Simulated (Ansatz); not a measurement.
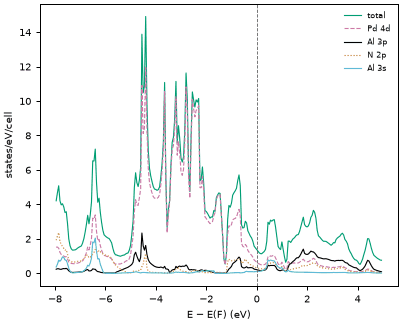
Fig. 1. Total and projected density of states of AlPd3N (anti-perovskite, Pm-3m), plane-wave PAW PBE (Ansatz code)

Problem. Which orbitals carry the states next to the Fermi level?

Solution. Within 0.5 eV of the Fermi level: Pd 4d 47 %, N 2p 23 %, Al 3p 14 %, Al 3s 10 %, outside the projected shells 6 %. Projections are on Löwdin-orthogonalised atomic valence shells; empty p or d shells of many metals are not among them.

Problem. Where is the tallest occupied peak in this window, and what makes it?

Solution. Near -4.4 eV, about 15 states/eV per cell; the largest projected share is Pd 4d.

The start of the workflow was typed in or built on a structure type; neither database checked (COD, Materials Project) lists it. Its standing as an ambient phase is unchecked. Symmetry was held in the PBE relaxation; whether a distortion lowers the energy is not shown. The run is not spin-polarised. The volume moved by 19 % from the start of the relaxation. Scalar-relativistic: spin–orbit coupling is off unless named, which matters more the heavier the elements.

Potentials: the earlier of the program's two PAW sets.
